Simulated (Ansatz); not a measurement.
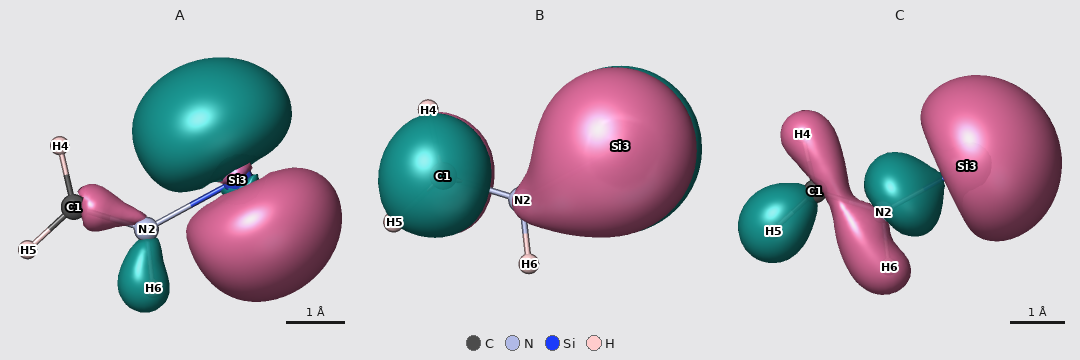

CH3NSi (SMILES [CH2][NH+]=[Si]) (charge +1, doublet). Three frontier orbitals at ±0.1 Å⁻³ᐟ² (teal and pink are the two phases), in no order.

Geometry: B3LYP-D3(BJ)/def2-SVP.

Computed with isolated molecule in a Gaussian basis; Kohn-Sham density functional theory, functional PBE0 in Ansatz 0.2.0.

The calculation's input:

```
crystal:
  periodic: [false, false, false]
  atoms:
    - {symbol: C, position_ang: [0.409488, 0.868291, 1.474957]}
    - {symbol: N, position_ang: [0.104082, 2.134897, 1.689374]}
    - {symbol: Si, position_ang: [0.802381, 3.452079, 2.713403]}
    - {symbol: H, position_ang: [1.264782, 0.418604, 1.987751]}
    - {symbol: H, position_ang: [-0.189850, 0.267162, 0.786311]}
    - {symbol: H, position_ang: [-0.719885, 2.453369, 1.154135]}
basis:
  gaussian: {orbitals: def2-TZVPD}
total_charge: 1
output: {forces: true, orbitals: {seedname: orbitals}}
hamiltonian: {xc: pbe0}
magnetization: {spin_polarized: true, initial_magnetization: 1}
```

Command:

```sh
ansatz run input.yaml --threads 1 --pin off --max-ram 2610MiB --events-out events.jsonl --progress --plain --runs-dir runs
```

Order the three orbitals by energy and name them. All are α orbitals.

C is the HOMO−1 (α) (−15.06 eV). Its weight (Hirshfeld) is mainly on Si3 (about 65 %), N2 (about 20 %) and C1 (about 5 %); it is symmetric in the molecular plane (an in-plane orbital: σ, lone-pair or in-plane π type). B is the HOMO (α) (−11.20 eV). It lies mainly on Si3 (about 60 %), C1 (about 25 %) and N2 (about 10 %); it changes sign across the molecular plane (π type); π-antibonding (a node) across C1–N2. A is the LUMO (α) (−8.80 eV). It lies mainly on Si3 (about 90 %); it is symmetric in the molecular plane (an in-plane orbital: σ, lone-pair or in-plane π type).

What is the gap between the highest occupied and lowest empty α orbitals?

2.40 eV between the orbital energies.
